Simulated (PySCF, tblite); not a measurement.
# C₂H₁₁N₃Si₂: dynamics, then NMR shifts on frames, part 2 of 2

tblite 0.8.0 and PySCF 2.14.0. Atoms count from 0.

## (5) Shielding tensors: 625 fs, PBE0/pcSseg-1

What the job is given:

```
{"job": {"kind": "nmr", "xc": "PBE0", "basis": "pcSseg-1", "pop": false}, "charge": 0, "multiplicity": 1}
C     -1.940900    -0.792100     1.263500
C     -0.900100    -1.255400     0.159100
N      0.181300    -0.297900     0.104300
Si     0.377800     1.173600     0.971900
N      2.076800     0.781100     0.653900
Si     1.842000    -0.746700    -0.154200
N      2.331200    -0.928700    -1.813400
H     -1.467400    -0.802600     2.229500
H     -2.761500    -1.543000     1.215600
H     -2.381200     0.159700     1.025300
H     -1.566200    -1.316700    -0.734200
H     -0.484000    -2.277400     0.202800
H      0.323100     1.463500     2.390100
H     -0.447900     2.215000     0.287600
H      2.851700     1.397400     0.708600
H      2.177200    -1.934100     0.603400
H      2.008800    -1.763600    -2.324700
H      2.402400    -0.113400    -2.381600
```

Method: GIAO PBE0/pcSseg-1 NMR shielding, non-relativistic, gas phase.

What it wrote:

```text
coarse grid: 15432 points
cycle   1  E = -825.4183479657  dE =  7.647e-01  |g| = 7.299e-01  |ddm| = 3.851e+00
cycle   2  E = -825.3002821926  dE =  1.181e-01  |g| = 1.029e+00  |ddm| = 1.574e+00
cycle   3  E = -825.5334560211  dE = -2.332e-01  |g| = 8.306e-02  |ddm| = 1.048e+00
cycle   4  E = -825.5345870381  dE = -1.131e-03  |g| = 4.273e-02  |ddm| = 9.923e-02
cycle   5  E = -825.5349735593  dE = -3.865e-04  |g| = 8.944e-03  |ddm| = 3.778e-02
cycle   6  E = -825.5349876781  dE = -1.412e-05  |g| = 3.163e-03  |ddm| = 8.751e-03
cycle   7  E = -825.5349899723  dE = -2.294e-06  |g| = 4.458e-04  |ddm| = 2.822e-03
final grid: 138336 points
cycle   8  E = -825.5677531501  dE = -2.206e-05  |g| = 9.316e-03  |ddm| = 2.145e-02
cycle   9  E = -825.5677385049  dE =  1.465e-05  |g| = 1.245e-02  |ddm| = 1.811e-02
cycle  10  E = -825.5677727562  dE = -3.425e-05  |g| = 8.909e-04  |ddm| = 1.054e-02
cycle  11  E = -825.5677729107  dE = -1.545e-07  |g| = 2.569e-04  |ddm| = 8.145e-04
cycle  12  E = -825.5677729238  dE = -1.304e-08  |g| = 7.035e-05  |ddm| = 2.441e-04
cycle  13  E = -825.5677729246  dE = -8.488e-10  |g| = 2.922e-05  |ddm| = 8.087e-05
converged SCF energy = -825.5677729246

GIAO shielding tensors (ppm)
atom      isotropic    diamagn.    paramagn.     s11        s22        s33       span
  0 C      160.796     249.394     -88.598    137.265    156.767    188.357     51.092
  1 C      143.129     242.148     -99.018    120.983    132.243    176.162     55.179
  2 N      191.501     331.455    -139.954    132.381    169.835    272.288    139.907
  3 Si     381.928     881.934    -500.006    325.127    362.183    458.474    133.348
  4 N      237.872     324.878     -87.006    194.120    247.358    272.138     78.018
  5 Si     377.099     882.677    -505.578    354.240    370.899    406.159     51.919
  6 N      227.604     321.864     -94.260    202.861    212.952    266.999     64.138
  7 H       30.567      30.627      -0.060     27.467     29.046     35.188      7.721
  8 H       29.839      27.639       2.200     25.306     26.916     37.294     11.988
  9 H       30.551      31.945      -1.394     27.205     29.487     34.961      7.756
 10 H       28.265      31.548      -3.283     23.314     27.699     33.781     10.467
 11 H       28.659      31.063      -2.404     23.615     28.249     34.112     10.497
 12 H       26.116      30.518      -4.401     23.253     24.029     31.066      7.813
 13 H       25.797      31.191      -5.394     22.811     23.282     31.299      8.487
 14 H       32.110      32.332      -0.222     24.345     26.444     45.541     21.196
 15 H       26.678      30.706      -4.028     22.530     25.223     32.280      9.751
 16 H       29.860      30.698      -0.838     23.589     26.257     39.734     16.145
 17 H       30.703      33.026      -2.323     24.236     26.798     41.075     16.840
```

Run time: 24 s. Hardware: 1 thread of Arm Neoverse V1, shared host; peak memory 0.87 GiB.

In short: δ C1 43.8, C0 26.1, N2 76.2, N6 40.1, H13 5.92, H12 5.60 ppm.

## (6) Nuclear shieldings: 800 fs, PBE0/pcSseg-1

What the job is given:

```
{"job": {"kind": "nmr", "xc": "PBE0", "basis": "pcSseg-1", "pop": false}, "charge": 0, "multiplicity": 1}
C     -1.929500    -1.128300     0.838700
C     -0.888000    -1.203300    -0.259600
N      0.232900    -0.312700    -0.098900
Si     0.306300     1.177200     0.767500
N      2.041400     0.886600     0.647200
Si     1.882500    -0.785700     0.086600
N      2.472500    -1.365300    -1.417400
H     -1.348700    -1.321200     1.735400
H     -2.717500    -1.834900     0.651600
H     -2.424200    -0.146600     0.942300
H     -1.358500    -0.865800    -1.191700
H     -0.668000    -2.239800    -0.446400
H     -0.077800     1.235500     2.182700
H     -0.011400     2.263600    -0.044800
H      2.784800     1.478600     1.004400
H      2.202200    -1.852800     1.180000
H      3.206700    -2.030500    -1.499400
H      2.042400    -1.097000    -2.278500
```

Method: GIAO PBE0/pcSseg-1 NMR shielding, non-relativistic, gas phase.

What it wrote:

```text
coarse grid: 15432 points
cycle   1  E = -825.4258347167  dE =  8.623e-01  |g| = 7.355e-01  |ddm| = 3.866e+00
cycle   2  E = -825.3069387541  dE =  1.189e-01  |g| = 1.032e+00  |ddm| = 1.662e+00
cycle   3  E = -825.5433926614  dE = -2.365e-01  |g| = 8.489e-02  |ddm| = 1.110e+00
cycle   4  E = -825.5446259642  dE = -1.233e-03  |g| = 4.089e-02  |ddm| = 9.887e-02
cycle   5  E = -825.5449829848  dE = -3.570e-04  |g| = 8.749e-03  |ddm| = 3.556e-02
cycle   6  E = -825.5449967391  dE = -1.375e-05  |g| = 3.100e-03  |ddm| = 8.279e-03
cycle   7  E = -825.5449988985  dE = -2.159e-06  |g| = 3.262e-04  |ddm| = 2.508e-03
final grid: 138336 points
cycle   8  E = -825.5775227414  dE = -2.958e-05  |g| = 9.569e-03  |ddm| = 2.392e-02
cycle   9  E = -825.5775077703  dE =  1.497e-05  |g| = 1.270e-02  |ddm| = 1.915e-02
cycle  10  E = -825.5775435193  dE = -3.575e-05  |g| = 9.459e-04  |ddm| = 1.111e-02
cycle  11  E = -825.5775436936  dE = -1.744e-07  |g| = 2.694e-04  |ddm| = 9.078e-04
cycle  12  E = -825.5775437084  dE = -1.483e-08  |g| = 6.846e-05  |ddm| = 2.563e-04
cycle  13  E = -825.5775437092  dE = -7.403e-10  |g| = 3.092e-05  |ddm| = 7.918e-05
converged SCF energy = -825.5775437092

GIAO shielding tensors (ppm)
atom      isotropic    diamagn.    paramagn.     s11        s22        s33       span
  0 C      162.105     250.948     -88.843    145.707    158.562    182.046     36.340
  1 C      150.726     241.669     -90.944    131.291    143.699    177.186     45.894
  2 N      211.887     329.207    -117.320    154.149    215.269    266.242    112.093
  3 Si     386.289     882.478    -496.188    358.272    395.634    404.961     46.688
  4 N      227.455     326.292     -98.837    189.045    205.167    288.153     99.108
  5 Si     386.244     881.758    -495.514    349.334    386.673    422.723     73.389
  6 N      224.821     319.888     -95.067    200.218    205.908    268.338     68.120
  7 H       30.345      30.952      -0.608     27.059     29.362     34.613      7.553
  8 H       30.645      29.185       1.461     25.975     27.976     37.985     12.010
  9 H       30.325      31.274      -0.950     26.572     29.081     35.320      8.748
 10 H       28.325      31.332      -3.007     22.073     27.980     34.923     12.851
 11 H       29.503      31.330      -1.827     23.631     30.284     34.593     10.962
 12 H       26.035      30.646      -4.612     23.145     24.000     30.959      7.815
 13 H       26.886      32.423      -5.537     23.141     23.881     33.635     10.494
 14 H       30.974      31.484      -0.510     23.792     25.610     43.521     19.729
 15 H       25.288      28.765      -3.476     21.864     23.614     30.388      8.524
 16 H       30.601      29.357       1.245     24.418     25.540     41.847     17.429
 17 H       30.213      33.306      -3.093     23.632     26.921     40.085     16.453
```

Run time: 26 s. Hardware: 1 thread of Arm Neoverse V1, shared host; peak memory 0.87 GiB.

In short: δ C1 36.2, C0 24.8, N2 55.8, N6 42.9, H15 6.43, H12 5.68 ppm.

## (7) NMR shieldings: 1000 fs, PBE0/pcSseg-1

What the job is given:

```
{"job": {"kind": "nmr", "xc": "PBE0", "basis": "pcSseg-1", "pop": false}, "charge": 0, "multiplicity": 1}
C     -1.621700    -1.542500     0.793100
C     -0.951900    -0.930700    -0.401200
N      0.217700    -0.159300    -0.124800
Si     0.478500     1.466800     0.423100
N      2.213300     0.940500     0.426200
Si     1.855600    -0.733100     0.173500
N      2.547700    -1.683900    -1.136700
H     -1.010100    -2.379400     1.117800
H     -2.676800    -1.775600     0.569400
H     -1.656200    -0.874600     1.616500
H     -1.590600    -0.184700    -0.875800
H     -0.719400    -1.695100    -1.161000
H      0.057500     2.102000     1.700800
H      0.003200     2.391400    -0.653300
H      3.080200     1.368300     0.754200
H      1.920100    -1.579200     1.327200
H      3.241300    -2.409500    -0.885700
H      2.892700    -1.078300    -1.875900
```

Level: GIAO PBE0/pcSseg-1 NMR shielding, non-relativistic, gas phase.

What it wrote:

```text
coarse grid: 15432 points
cycle   1  E = -825.4464508005  dE =  7.481e-01  |g| = 7.025e-01  |ddm| = 3.842e+00
cycle   2  E = -825.3366408047  dE =  1.098e-01  |g| = 9.894e-01  |ddm| = 1.522e+00
cycle   3  E = -825.5547106382  dE = -2.181e-01  |g| = 8.345e-02  |ddm| = 1.019e+00
cycle   4  E = -825.5559025458  dE = -1.192e-03  |g| = 4.053e-02  |ddm| = 9.899e-02
cycle   5  E = -825.5562424958  dE = -3.399e-04  |g| = 1.038e-02  |ddm| = 3.774e-02
cycle   6  E = -825.5562622842  dE = -1.979e-05  |g| = 3.664e-03  |ddm| = 1.059e-02
cycle   7  E = -825.5562653008  dE = -3.017e-06  |g| = 5.311e-04  |ddm| = 3.261e-03
final grid: 138336 points
cycle   8  E = -825.5877568756  dE = -2.562e-05  |g| = 9.235e-03  |ddm| = 2.109e-02
cycle   9  E = -825.5877409968  dE =  1.588e-05  |g| = 1.258e-02  |ddm| = 1.828e-02
cycle  10  E = -825.5877763846  dE = -3.539e-05  |g| = 9.748e-04  |ddm| = 1.070e-02
cycle  11  E = -825.5877765695  dE = -1.849e-07  |g| = 2.820e-04  |ddm| = 9.308e-04
cycle  12  E = -825.5877765846  dE = -1.506e-08  |g| = 8.612e-05  |ddm| = 2.592e-04
cycle  13  E = -825.5877765859  dE = -1.334e-09  |g| = 3.188e-05  |ddm| = 9.446e-05
cycle  14  E = -825.5877765861  dE = -2.328e-10  |g| = 4.721e-06  |ddm| = 3.181e-05
converged SCF energy = -825.5877765861

GIAO shielding tensors (ppm)
atom      isotropic    diamagn.    paramagn.     s11        s22        s33       span
  0 C      165.888     249.557     -83.670    143.124    163.318    191.222     48.099
  1 C      149.195     242.615     -93.421    124.283    152.627    170.675     46.392
  2 N      200.214     330.796    -130.583    158.012    190.386    252.242     94.231
  3 Si     379.150     880.993    -501.843    337.829    361.601    438.022    100.194
  4 N      229.926     326.596     -96.670    183.259    224.635    281.884     98.624
  5 Si     378.484     882.979    -504.496    335.869    394.676    404.906     69.036
  6 N      221.627     318.528     -96.901    198.527    204.207    262.147     63.620
  7 H       30.182      30.239      -0.057     26.305     29.209     35.032      8.727
  8 H       30.130      28.357       1.773     25.831     26.930     37.630     11.800
  9 H       31.651      32.536      -0.885     27.900     31.078     35.975      8.074
 10 H       28.738      31.828      -3.090     22.119     28.949     35.146     13.027
 11 H       28.407      30.731      -2.324     22.780     28.935     33.505     10.725
 12 H       25.756      29.881      -4.125     23.125     23.478     30.666      7.540
 13 H       25.915      30.519      -4.603     22.585     23.406     31.754      9.169
 14 H       30.682      31.033      -0.351     23.350     25.179     43.518     20.168
 15 H       26.550      32.247      -5.696     22.987     25.054     31.610      8.623
 16 H       29.508      27.736       1.773     23.698     25.087     39.741     16.043
 17 H       30.552      30.746      -0.194     24.083     27.083     40.491     16.408
```

It took 28 s on 1 thread of Arm Neoverse V1, shared host; peak memory 0.84 GiB.

Key values: δ C1 37.7, C0 21.0, N2 67.5, N6 46.1, H12 5.96, H13 5.80 ppm.

## (8) Comparing the runs: NMR shifts

Shifts (ppm) of some atoms, chosen among heavy atoms and hydrogens apart, with basis size and wall time:

```tsv
frame	H9	H14	N2	N6	N4	Si3	Si5	functions	time
250 fs	2.99	0.29	49.4	42.1	36.7	-23.4	-26.1	188	24 s
425 fs	2.06	1.78	57.2	36.1	46.9	-35.9	-33.4	188	24 s
625 fs	1.17	-0.39	76.2	40.1	29.9	-32.8	-27.9	188	24 s
800 fs	1.39	0.74	55.8	42.9	40.3	-37.1	-37.1	188	26 s
1000 fs	0.07	1.03	67.5	46.1	37.8	-30.0	-29.3	188	28 s
```

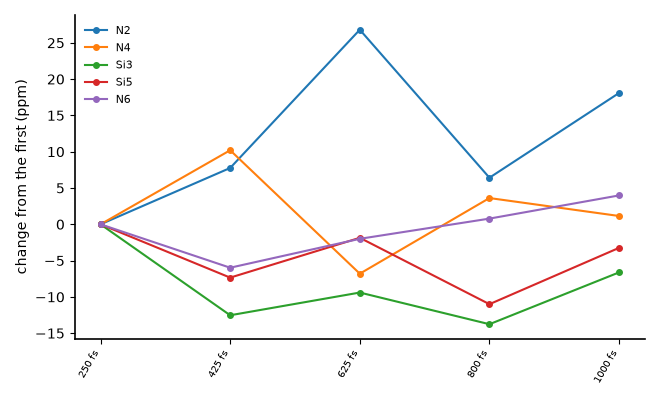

How five of the tabulated atoms move from run to run.

## (9) Outcome

The summary covers parts 1 to 2.

```
                                       quantity                                                                 value
                                     thermostat                                                                 300 K
                  mean temperature, second half                                                                 274 K
        mean potential energy above the minimum                                                               0.59 eV
 13C shifts against TMS (PBE0/pcSseg-1, 250 fs)                                                        40.4, 23.6 ppm
  1H shifts against TMS (PBE0/pcSseg-1, 250 fs)  5.93, 5.34, 5.30, 3.57, 3.25, 2.99, 1.75, 1.33, 0.96, 0.48, 0.29 ppm
 15N shifts against NH3 (PBE0/pcSseg-1, 250 fs)                                                  49.4, 42.1, 36.7 ppm
29Si shifts against TMS (PBE0/pcSseg-1, 250 fs)                                                      -23.4, -26.1 ppm
                       range of the shift of N2                                                      49.4 to 76.2 ppm
```

What this shows: In the second half the potential energy averages 0.59 eV above the minimum; equipartition over 48 harmonic modes at 300 K would give 0.62 eV. With 18 atoms the temperature swings widely (188 to 403 K). Shifts at one fixed geometry are not the observed spectrum, which averages over the motion. In the first frame run (250 fs): The largest span, 120 ppm, is at N2, where the paramagnetic term is -111 ppm. In ppm, N2 moves most: its shift spreads over 26.8 ppm, from 49.4 (250 fs) to 76.2 (625 fs).
